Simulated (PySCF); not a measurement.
# GeCl4: rigid scans about the minimum

How stiff is GeCl4 (singlet) against rigid distortions? The scans start from its PBE0 minimum.

Computed with PySCF 2.14.0. Level: PBE0, basis Ge def2-SVP, Cl def2-SVP, no relativity, density fitting.

## (1) Where the work starts

5 atoms, charge 0, spin multiplicity 1.

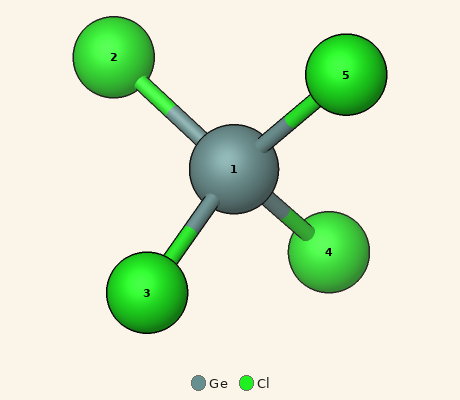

Start geometry, drawn with germanium teal, chlorine green; atoms are numbered from 1 in the order of the file.

Coordinates in bohr (charge 0 multiplicity 1):
```
Ge    0.0000    0.0000    0.0000
Cl    3.2803   -0.0001    2.3195
Cl   -3.2803    0.0000    2.3195
Cl    0.0001    3.2804   -2.3194
Cl   -0.0001   -3.2803   -2.3196
```

## (2) Breathing scan

One driver script runs all scans and calls PySCF for each point, on a (75, 302) grid.

Launch:

```console
$ OMP_NUM_THREADS=2 python axn.py task.json out
```

A rigid scan with PBE0: all bonds to the central atom are scaled together. Each point starts from its neighbour's orbitals, and energies count from the minimum.

```csv
scale of all bonds to the centre,energy (kJ/mol)
0.88,383.8
0.92,147.4
0.96,32.0
1.00,0.0
1.04,24.3
1.08,85.3
1.14,216.0
1.22,418.4
1.35,732.9
```

The scan ran for 21 s (2 threads of Arm Neoverse V2, shared host).

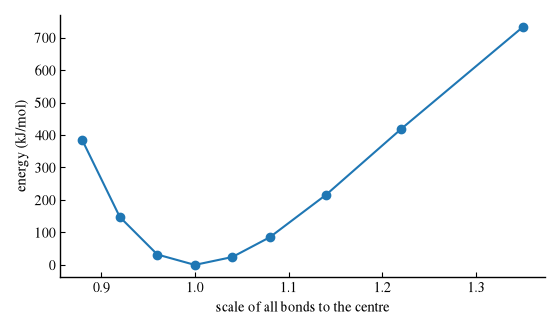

Energy along the scan.

## (3) Stretching one bond

A rigid scan with PBE0: the bond from Ge to the last atom (Cl) is scaled and the rest held.

```csv
scale of one bond,energy (kJ/mol),dipole size (D)
0.92,33.0,0.78
0.96,7.2,0.39
1.00,0.0,0.00
1.05,8.5,0.48
1.12,39.8,1.13
1.20,88.5,1.82
1.35,185.3,2.93
1.55,294.2,4.00
1.80,389.4,4.85
2.20,469.0,5.67
```

The scan took 26 s.

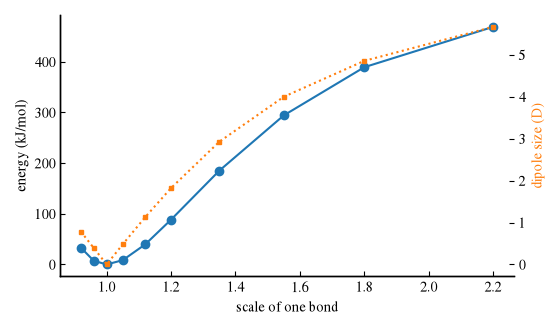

Energy (circles) and dipole moment (squares) along the scan.

A restricted determinant lies too high at long bonds, where the pair should uncouple.

## (4) From tetrahedral to square planar

A rigid scan with PBE0: D2d path, angle between each bond and the S4 axis (54.74 tetrahedral, 90 square planar), bonds fixed.

```csv
angle of the bonds to the S4 axis (°),energy (kJ/mol)
45.0,65.2
50.0,13.2
54.7,0.0
60.0,13.0
66.0,52.6
72.0,107.7
78.0,165.6
84.0,210.8
90.0,228.2
```

The scan took 21 s.

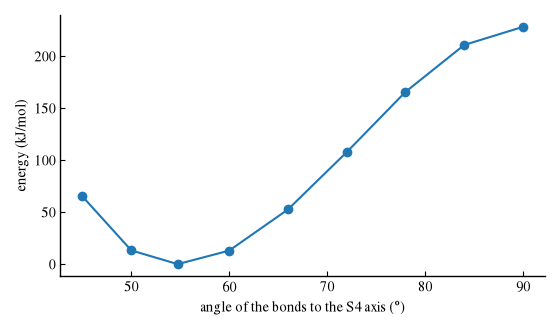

Energy along the scan.

## (5) Summary of results

| quantity | value |
| --- | --- |
| all bonds 4 % longer | 24.3 kJ/mol |
| one bond 20 % longer | 88.5 kJ/mol |
| square planar shape, bonds held | 228.2 kJ/mol |

What this shows: The well is lopsided, 32.0 kJ/mol for 4 % shorter bonds against 24.3 for 4 % longer ones. Held rigid otherwise, the square planar shape costs 228 kJ/mol.
